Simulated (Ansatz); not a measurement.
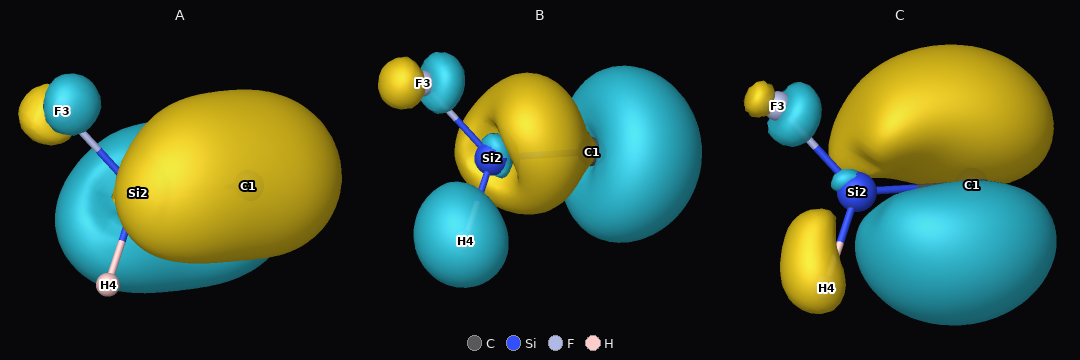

The picture shows: CHFSi. Three frontier orbitals at ±0.1 Å⁻³ᐟ² (yellow and cyan are the two phases), in no order.

Geometry: PBE0-D4/def2-TZVP.

All numbers below come from Ansatz, RKS PBE0-D4/def2-TZVPP.

```xyz
4

C     0.2937    0.9076    0.1408
Si   -0.4006   -0.7004   -0.1868
F     0.1097   -2.1188    0.3114
H    -1.6141   -0.8124   -1.0268
```

> Which picture is the HOMO−1, the HOMO and the LUMO?

B is the HOMO−1 (−7.93 eV). It lies mainly on C1 (about 75 %) and Si2 (about 20 %); it is symmetric in the molecular plane (an in-plane orbital: σ, lone-pair or in-plane π type). A is the HOMO (−6.99 eV). It lies mainly on C1 (about 55 %) and Si2 (about 40 %); it changes sign across the molecular plane (π type); π-bonding across C1–Si2. C is the LUMO (−4.38 eV). By Hirshfeld shares it lies mainly on C1 (about 70 %) and Si2 (about 25 %); it is symmetric in the molecular plane (an in-plane orbital: σ, lone-pair or in-plane π type).

> What is the HOMO–LUMO gap?

2.61 eV between the orbital energies.
